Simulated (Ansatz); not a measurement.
# CH5GaO2 (SMILES [CH3][Ga]([OH])[OH]): levels of theory compared

Aim: a comparison of 6 runs (HF/STO-3G, B3LYP/6-31G*, HSE06/cc-pVDZ, revPBE/cc-pVDZ, RPA@PBE0/cc-pVDZ, MP2/cc-pVDZ) of CH5GaO2. 

The calculation is run with Ansatz 0.2.0.

80 further runs of the same task are left out: 3 that didn't finish, 77 set aside as unsound or not needed. Runs told in other sessions of the task aren't counted.

**1. The molecule**

CH5GaO2 has 9 atoms, charge 0, and is taken as a singlet. SMILES: `[CH3][Ga]([OH])[OH]`. One bond was lengthened or shortened from a relaxed shape.

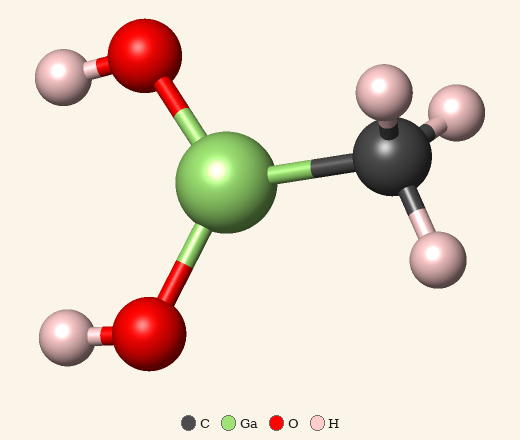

Viewed from a chosen angle; carbon dark grey, gallium green, oxygen red, hydrogen pink.

**2. The energy at HF/STO-3G (run 1)**

Contents of input.yaml:

```yaml
basis:
  gaussian:
    orbitals: STO-3G
crystal:
  periodic: [false, false, false]
  atoms:
    - {symbol: C, position_ang: [0.121452, 0.848032, -1.263735]}
    - {symbol: Ga, position_ang: [-0.040348, -0.072968, 0.436765]}
    - {symbol: O, position_ang: [0.219852, -1.840068, 0.565065]}
    - {symbol: O, position_ang: [-0.453748, 0.814232, 1.936665]}
    - {symbol: H, position_ang: [0.259800, 0.024500, -2.197900]}
    - {symbol: H, position_ang: [0.987252, 1.512332, -1.246235]}
    - {symbol: H, position_ang: [-0.764648, 1.457332, -1.446935]}
    - {symbol: H, position_ang: [0.123152, -2.207068, 1.445465]}
    - {symbol: H, position_ang: [-0.508748, 0.277032, 2.728865]}
output: {orbitals: {seedname: orbitals}}
hamiltonian:
  xc: hf
accuracy: high
total_charge: 0
```

Command:

```console
$ ansatz run input.yaml --threads 1 --pin off --max-ram 3480MiB --events-out events.jsonl --progress --plain --runs-dir runs
```

Log:

```text
Warning: RAYON_NUM_THREADS=1 ignored (pool sized by the plan → 1); use --threads N
Functional definition: HF
  name "HF"
  exchange = exact_x
  correlation = 0
691 factors; integrals over basis functions are off by at most 3.6e-9 eV
mean field evaluation 1: about -56837.8805 eV, gradient 3.0e1 eV
mean field evaluation 2: about -56838.0064 eV, gradient 3.0e1 eV
mean field evaluation 4: about -56841.5104 eV, gradient 1.8e0 eV
mean field evaluation 8: about -56841.5296 eV, gradient 2.7e-2 eV
mean field -56841.52725824 eV, -2088.8875981695 hartree, gradient 2.4e-8 eV, S^2 0.000000; 0 other end points of the search recorded, 0 dependent functions left out
reference -56841.52725824 eV, -2088.8875981695 hartree; 29, 29 occupied and 9, 9 virtual orbitals, 691 factors
Total energy: -56841.52725824 eV, -2088.8875981695 hartree
```

It took 0.48 s on 1 thread of Arm Neoverse V2, shared host.

**3. The energy at B3LYP/6-31G(d) (Cartesian functions) (run 2)**

Contents of in.yaml:

```yaml
crystal:
  periodic: [false, false, false]
  atoms:
    - {symbol: C, position_ang: [0.121452, 0.848032, -1.263735]}
    - {symbol: Ga, position_ang: [-0.040348, -0.072968, 0.436765]}
    - {symbol: O, position_ang: [0.219852, -1.840068, 0.565065]}
    - {symbol: O, position_ang: [-0.453748, 0.814232, 1.936665]}
    - {symbol: H, position_ang: [0.259800, 0.024500, -2.197900]}
    - {symbol: H, position_ang: [0.987252, 1.512332, -1.246235]}
    - {symbol: H, position_ang: [-0.764648, 1.457332, -1.446935]}
    - {symbol: H, position_ang: [0.123152, -2.207068, 1.445465]}
    - {symbol: H, position_ang: [-0.508748, 0.277032, 2.728865]}
basis:
  gaussian: {orbitals: "6-31G*"}
hamiltonian: {xc: {name: B3LYP}}
accuracy: high
output: {orbitals: {seedname: orbitals}}
```

Command:

```console
$ ansatz run in.yaml --threads 1 --pin off --max-ram 3480MiB --events-out events.jsonl --progress --plain --runs-dir runs
```

Log:

```text
Warning: RAYON_NUM_THREADS=1 ignored (pool sized by the plan → 1); use --threads N
Functional definition: B3LYP
  name "B3LYP"
  parameter a0 = 0.2
  parameter ax = 0.72
  parameter ac = 0.81
  exchange = (1 - a0 - ax)*slater_x + ax*b88_x + a0*exact_x
  correlation = (1 - ac)*vwn_rpa_c + ac*lyp_c
1909 factors; integrals over basis functions are off by at most 4.7e-9 eV
mean field evaluation 1: about -57571.9775 eV, gradient 8.6e1 eV
mean field evaluation 2: about -57544.0302 eV, gradient 1.5e2 eV
mean field evaluation 4: about -57585.3308 eV, gradient 7.1e0 eV
mean field evaluation 8: about -57585.5567 eV, gradient 5.0e-1 eV
mean field evaluation 16: about -57585.5570 eV, gradient 1.7e-5 eV
mean field -57585.55702920 eV, -2116.2301879304 hartree, gradient 5.5e-8 eV, S^2 0.000000; 0 other end points of the search recorded, 0 dependent functions left out
reference -57585.55707286 eV, -2116.2301895350 hartree; 29, 29 occupied and 61, 61 virtual orbitals, 1909 factors
Total energy: -57585.55707286 eV, -2116.2301895350 hartree
```

Run time: 9.3 s. Hardware: 1 thread of Arm Neoverse V2, shared host; peak memory 0.32 GiB.

Runs 3 to 5 aren't shown in full; the table further down has their settings and results.

**4. A single-point energy at MP2/cc-pVDZ (run 6)**

in.yaml, as its differences from that of step 3:

```diff
@@ -13,5 +13,5 @@
 basis:
-  gaussian: {orbitals: "6-31G*"}
-hamiltonian: {xc: {name: B3LYP}}
+  gaussian: {orbitals: cc-pVDZ}
+magnetization: {spin_polarized: false, initial_magnetization: 0}
+correlation: {method: mp2, frozen_orbitals: {C: 1, Ga: 9, H: 0, O: 1}}
 accuracy: high
-output: {orbitals: {seedname: orbitals}}
```

Command:

```console
$ ansatz run in.yaml --threads 1 --pin off --max-ram 3480MiB --events-out events.jsonl --progress --plain --runs-dir runs
```

Log:

```text
Warning: RAYON_NUM_THREADS=1 ignored (pool sized by the plan → 1); use --threads N
[... 4 set-up lines as earlier in the session ...]
2148 factors; integrals over basis functions are off by at most 4.6e-9 eV
mean field evaluation 1: about -57513.9930 eV, gradient 5.0e1 eV
mean field evaluation 2: about -57514.0576 eV, gradient 5.0e1 eV
mean field evaluation 4: about -57518.8586 eV, gradient 2.8e0 eV
mean field evaluation 8: about -57518.9001 eV, gradient 2.0e-1 eV
mean field -57518.90034275 eV, -2113.7805998851 hartree, gradient 3.4e-8 eV, S^2 0.000000; 0 other end points of the search recorded, 0 dependent functions left out
12 core orbitals not correlated: weight in the atoms' cores, before any rotation towards them, 1.000 or more for the frozen orbitals, at most 0.000 for the correlated occupied ones
reference -57518.90034275 eV, -2113.7805998851 hartree; 17, 17 occupied and 65, 65 virtual orbitals, 2148 factors
second order -16.75714152 eV of doubles, -0.00000000 eV of singles
Total energy: -57535.65748427 eV, -2114.3964134775 hartree
```

Run time: 5.4 s. Hardware: 1 thread of Arm Neoverse V2, shared host; peak memory 0.3 GiB.

**5. The series**

```tsv
run	level	Cartesian functions	frozen core orbitals	energy (Eh)	HOMO energy (eV)	LUMO energy (eV)	HOMO–LUMO gap (eV)	wall time
1	HF/STO-3G	no	–	-2088.887598	-7.21	6.41	13.63	0.48 s
2	B3LYP/6-31G* (Cartesian functions)	yes	–	-2116.230190	-7.88	-0.52	7.36	9.3 s
3	HSE06/cc-pVDZ	no	–	-2115.968332	-7.77	-0.27	7.51	12 s
4	revPBE/cc-pVDZ	no	–	-2116.235916	-6.38	-0.72	5.66	8.7 s
5	RPA@PBE0/cc-pVDZ	no	12	-2114.631796	–	–	–	18 s
6	MP2/cc-pVDZ	no	12	-2114.396413	–	–	–	5.4 s
```

**6. Summary of results**

```
                                           quantity           value
                                run 6: total energy  -2114.39641 Eh
run 6: correlation energy (12 core orbitals frozen)      -615.8 mEh
```

In words: Over runs 1, 2, 3, 4 the HOMO–LUMO gap runs from 5.66 eV (revPBE/cc-pVDZ) to 13.63 eV (HF/STO-3G). The two ends differ in method and basis. Totals of different functionals can't be ranked against each other. In run 1 the basis is minimal, so the values are rough. All runs together took 53 s, the longest 18 s.
